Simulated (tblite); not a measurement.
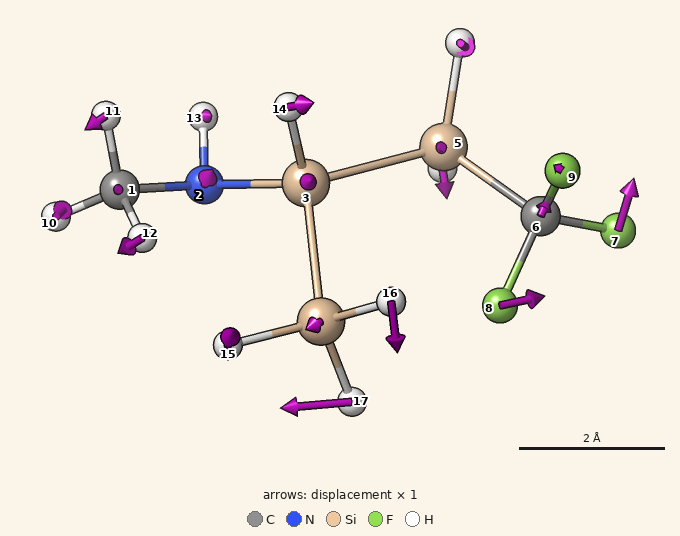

A relaxation of C$_{2}$H$_{10}$F$_{3}$NSi$_{3}$. The starting structure is drawn; purple arrows show the displacements, at their true length. The two geometries are superimposed by the best rigid fit.

Style: ball-and-stick. Shown from a free direction.

Method: GFN2-xTB geometry optimisation, gas phase in tblite. 

### Describe the change and its energy.

The energy falls by 113.6 kJ/mol in 158 geometry steps. An H atom moves most after the best rigid fit: 1.02 Å. By element the largest moves are H 1.02 Å, F 0.79 Å, N 0.42 Å, Si 0.31 Å, C 0.28 Å. Near-neighbour distances that change, for instance: Si–Si 2.227 → 2.320 Å, Si–Si 2.255 → 2.334 Å, C–Si 1.882 → 1.941 Å, H–N 1.065 → 1.010 Å. Among the angles between lasting bonds that change: C–N–Si 105.4° → 122.6°, Si–Si–H 107.4° → 121.4°, N–Si–Si 113.6° → 101.5°. Groups turn about C–Si by about 30°, Si–Si by about 20°, Si–Si by about 20°.
